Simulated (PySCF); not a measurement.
# Ce(OH)4: how settings move a single point

Which settings matter for Ce(OH)4? Each run alters one on purpose. It is a constructed species; whether it can be made isn't addressed.

Method: PBE0, Ce lcecp-2-SVP with ECP46, O def2-SVP, H def2-SVP; scalar-relativistic core potentials, no spin–orbit coupling; program: PySCF 2.14.0.

3 further runs of the same task are left out: 2 for a known fault of the program, 1 that didn't finish.

## 1. Starting geometry

9 atoms, charge 0, spin multiplicity 1.

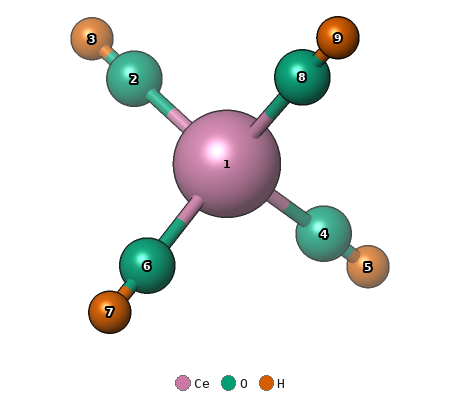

The structure; cerium pink, oxygen teal, hydrogen orange; atoms are numbered from 1 in the order of the file.

Coordinates:

```xyz
9
CeH4O4
Ce    0.0000    0.0000    0.0000
O     1.3090    1.0723    1.1944
H     1.9089    1.5775    1.7430
O    -1.3090   -1.0723    1.1944
H    -1.9089   -1.5775    1.7430
O     1.0723   -1.3090   -1.1944
H     1.5775   -1.9089   -1.7430
O    -1.0723    1.3090   -1.1944
H    -1.5775    1.9089   -1.7430
```

Formal oxidation states: Ce +4. The 4f shell is empty and lies in the core potential. An earlier session relaxed this geometry at PBE0, Ce lcecp-2-SVP with ECP46, O def2-SVP, H def2-SVP (singlet, point group Td).

The sound run used a (50, 194) grid (finer on f atoms), a threshold of 1e-8 and at most 55 cycles, and ended at -341.541307 Eh.

## 2. Altered run 1

The input, run.py (the lines that set the calculation):

```python
mol = gto.M(atom='''
Ce     0.00000     0.00000     0.00000
O      1.30900     1.07230     1.19439
H      1.90892     1.57753     1.74300
O     -1.30900    -1.07230     1.19439
H     -1.90892    -1.57753     1.74300
O      1.07230    -1.30900    -1.19439
H      1.57753    -1.90892    -1.74300
O     -1.07230     1.30900    -1.19439
H     -1.57753     1.90892    -1.74300''',
    basis={'Ce': 'lcecp-2-SVP', 'O': 'def2-SVP', 'H': 'def2-SVP'},
    ecp={'Ce': 'lcecp-2-SVP'},
    charge=0, spin=0)
mf = dft.RKS(mol, xc='PBE0')
mf.grids.atom_grid = (50, 194)  # f atoms: unpruned, at least (60, 302)
mf = mf.density_fit()  # fitting sets: Ce AutoAux, O def2-universal-JKFIT, H def2-universal-JKFIT
mf.conv_tol = 0.0001; mf.max_cycle = 55
mf.kernel(dm0)  # dm0: free metal ions and neutral atoms
```

Command:

```bash
$ OMP_NUM_THREADS=2 python run.py
```

What it wrote:

```text
init E= -350.318378392891
cycle= 1 E= -341.383062609869  delta_E= 8.94  |g|= 0.891  |ddm|= 3.35
cycle= 2 E= -341.272502904576  delta_E= 0.111  |g|= 1.14  |ddm|= 1.37
cycle= 3 E= -341.536224415065  delta_E= -0.264  |g|= 0.164  |ddm|= 0.851
cycle= 4 E= -341.541123565348  delta_E= -0.0049  |g|= 0.0253  |ddm|= 0.142
cycle= 5 E= -341.541305470885  delta_E= -0.000182  |g|= 0.00225  |ddm|= 0.0328
cycle= 6 E= -341.541306995474  delta_E= -1.52e-06  |g|= 0.000152  |ddm|= 0.00321
Extra cycle  E= -341.541307001069  delta_E= -5.6e-09  |g|= 7.28e-05  |ddm|= 0.000274
converged SCF energy = -341.541307001069
```

It took 5.2 s on 2 threads of Intel Xeon at 2.60GHz (Ice Lake), shared host.

Changed: the SCF threshold (0.0001). It converges in 6 cycles, at the sound run's energy within 0.001 eV, with a largest force component of 0.01 eV/Å. The result survives the change.

## 3. Altered run 2

The input, run.py (the lines that set the calculation):

```python
mol = gto.M(atom='''
Ce     0.00000     0.00000     0.00000
O      1.37445     1.12592     1.25411
H      2.00436     1.65641     1.83015
O     -1.37445    -1.12592     1.25411
H     -2.00436    -1.65641     1.83015
O      1.12592    -1.37445    -1.25411
H      1.65641    -2.00436    -1.83015
O     -1.12592     1.37445    -1.25411
H     -1.65641     2.00436    -1.83015''',
    basis={'Ce': 'lcecp-2-SVP', 'O': 'def2-SVP', 'H': 'def2-SVP'},
    ecp={'Ce': 'lcecp-2-SVP'},
    charge=0, spin=0)
mf = dft.RKS(mol, xc='PBE0')
mf.grids.atom_grid = (50, 194)  # f atoms: unpruned, at least (60, 302)
mf = mf.density_fit()  # fitting sets: Ce AutoAux, O def2-universal-JKFIT, H def2-universal-JKFIT
mf.conv_tol = 1e-08; mf.max_cycle = 55
mf.kernel(dm0)  # dm0: free metal ions and neutral atoms
```

Command:

```bash
$ OMP_NUM_THREADS=2 python run.py
```

What it wrote:

```text
init E= -349.978435962775
cycle= 1 E= -341.316563753353  delta_E= 8.66  |g|= 0.987  |ddm|=  3.2
cycle= 2 E= -341.122102124357  delta_E= 0.194  |g|= 1.36  |ddm|= 1.56
cycle= 3 E= -341.507135932405  delta_E= -0.385  |g|= 0.177  |ddm|= 0.995
cycle= 4 E= -341.512940688794  delta_E= -0.0058  |g|= 0.0333  |ddm|= 0.158
cycle= 5 E= -341.513279749898  delta_E= -0.000339  |g|= 0.00428  |ddm|= 0.0433
cycle= 6 E= -341.513285248111  delta_E= -5.5e-06  |g|= 0.000225  |ddm|= 0.00529
cycle= 7 E= -341.51328526278  delta_E= -1.47e-08  |g|= 9.8e-05  |ddm|= 0.000346
cycle= 8 E= -341.513285265179  delta_E= -2.4e-09  |g|= 4.64e-06  |ddm|= 9.27e-05
Extra cycle  E= -341.513285265172  delta_E= 7.28e-12  |g|= 7.88e-06  |ddm|= 8.6e-06
converged SCF energy = -341.513285265172
```

Run time: 5.4 s. Hardware: 2 threads of Intel Xeon at 2.60GHz (Ice Lake), shared host.

Changed: the scale of all coordinates (1.05). It converges in 8 cycles, +0.763 eV from the sound run, with a largest force component of 1.44 eV/Å. The setting is unsound, so these numbers aren't the compound's.

## 4. Altered run 3

The input, run.py (the lines that set the calculation):

```python
mol = gto.M(atom='''
Ce     0.00000     0.00000     0.00000
O      1.30900     1.07230     1.19439
H      1.90892     1.57753     1.74300
O     -1.30900    -1.07230     1.19439
H     -1.90892    -1.57753     1.74300
O      1.07230    -1.30900    -1.19439
H      1.57753    -1.90892    -1.74300
O     -1.07230     1.30900    -1.19439
H     -1.57753     1.90892    -1.74300''',
    basis={'Ce': 'lcecp-2-SVP', 'O': 'def2-SVP', 'H': 'def2-SVP'},
    ecp={'Ce': 'lcecp-2-SVP'},
    charge=0, spin=0)
mf = dft.RKS(mol, xc='PBE0')
mf.grids.atom_grid = (30, 86)  # f atoms: unpruned
mf = mf.density_fit()  # fitting sets: Ce AutoAux, O def2-universal-JKFIT, H def2-universal-JKFIT
mf.conv_tol = 1e-08; mf.max_cycle = 55
mf.kernel(dm0)  # dm0: free metal ions and neutral atoms
```

Command:

```bash
$ OMP_NUM_THREADS=2 python run.py
```

What it wrote:

```text
init E= -350.31519500704
cycle= 1 E= -341.379115882606  delta_E= 8.94  |g|= 0.894  |ddm|= 3.35
cycle= 2 E= -341.267340081603  delta_E= 0.112  |g|= 1.14  |ddm|= 1.37
cycle= 3 E= -341.533290058353  delta_E= -0.266  |g|= 0.164  |ddm|= 0.853
cycle= 4 E= -341.538153256938  delta_E= -0.00486  |g|= 0.0254  |ddm|= 0.142
cycle= 5 E= -341.53833580819  delta_E= -0.000183  |g|= 0.00224  |ddm|= 0.0328
cycle= 6 E= -341.538337320793  delta_E= -1.51e-06  |g|= 0.000153  |ddm|= 0.0032
cycle= 7 E= -341.538337327483  delta_E= -6.69e-09  |g|= 5.14e-05  |ddm|= 0.000229
Extra cycle  E= -341.538337326829  delta_E= 6.55e-10  |g|= 7.66e-05  |ddm|= 0.000103
converged SCF energy = -341.538337326829
```

Wall time 3.9 s (2 threads of Intel Xeon at 2.60GHz (Ice Lake), shared host).

Changed: the integration grid, to (30, 86). It converges in 7 cycles, +0.081 eV from the sound run, with a largest force component of 0.11 eV/Å. The setting is unsound, so these numbers aren't the compound's.

## 5. Altered run 4

run.py (the lines that set the calculation): that of step 4 with these lines changed.

```diff
@@ -14,5 +14,5 @@
 mf = dft.RKS(mol, xc='PBE0')
-mf.grids.atom_grid = (30, 86)  # f atoms: unpruned
+mf.grids.atom_grid = (50, 194)  # f atoms: unpruned, at least (60, 302)
 mf = mf.density_fit()  # fitting sets: Ce AutoAux, O def2-universal-JKFIT, H def2-universal-JKFIT
-mf.conv_tol = 1e-08; mf.max_cycle = 55
-mf.kernel(dm0)  # dm0: free metal ions and neutral atoms
+mf.conv_tol = 1e-08; mf.max_cycle = 86
+mf.kernel(dm0)  # dm0: core Hamiltonian
```

Command:

```bash
$ OMP_NUM_THREADS=2 python run.py
```

What it wrote:

```text
init E= -313.761969980283
cycle= 1 E= -304.070668808874  delta_E= 9.69  |g|= 6.85  |ddm|= 32.3
cycle= 2 E= -311.6806296537  delta_E= -7.61  |g|=   10  |ddm|= 32.6
cycle= 3 E= -334.304103548783  delta_E= -22.6  |g|= 5.75  |ddm|=  8.4
cycle= 4 E= -338.615840859096  delta_E= -4.31  |g|= 3.74  |ddm|=    2
cycle= 5 E= -340.377700130618  delta_E= -1.76  |g|= 2.46  |ddm|= 1.39
cycle= 6 E= -341.341034429486  delta_E= -0.963  |g|= 1.02  |ddm|= 0.966
cycle= 7 E= -341.538711380872  delta_E= -0.198  |g|= 0.106  |ddm|= 0.609
cycle= 8 E= -341.541082291308  delta_E= -0.00237  |g|= 0.0311  |ddm|= 0.118
cycle= 9 E= -341.541306301396  delta_E= -0.000224  |g|= 0.00183  |ddm|= 0.0262
cycle= 10 E= -341.541306952418  delta_E= -6.51e-07  |g|= 0.0005  |ddm|= 0.00157
cycle= 11 E= -341.541307002543  delta_E= -5.01e-08  |g|= 3.37e-05  |ddm|= 0.00033
cycle= 12 E= -341.541307002765  delta_E= -2.21e-10  |g|= 5.66e-07  |ddm|= 2.26e-05
Extra cycle  E= -341.541307002764  delta_E= 1.25e-12  |g|= 3.36e-07  |ddm|= 9.77e-07
converged SCF energy = -341.541307002764
```

It took 5.9 s on 2 threads of Intel Xeon at 2.60GHz (Ice Lake), shared host.

Changed: the starting guess (bare core Hamiltonian); the cycle limit is 86. It converges in 12 cycles, at the sound run's energy within 0.001 eV, with a largest force component of 0.01 eV/Å. The result survives the change.

## 6. Results

| run | changed | ending | energy change (eV) | cycles | time | usable |
| --- | --- | --- | --- | --- | --- | --- |
| 1 | the SCF threshold | converged | 0.000 | 6 | 5.2 s | yes |
| 2 | the scale of all coordinates | converged | +0.763 | 8 | 5.4 s | no |
| 3 | the integration grid | converged | +0.081 | 7 | 3.9 s | no |
| 4 | the starting guess | converged | 0.000 | 12 | 5.9 s | yes |

2 of 4 altered runs give a usable result. 2 ended normally with numbers unfit to quote.
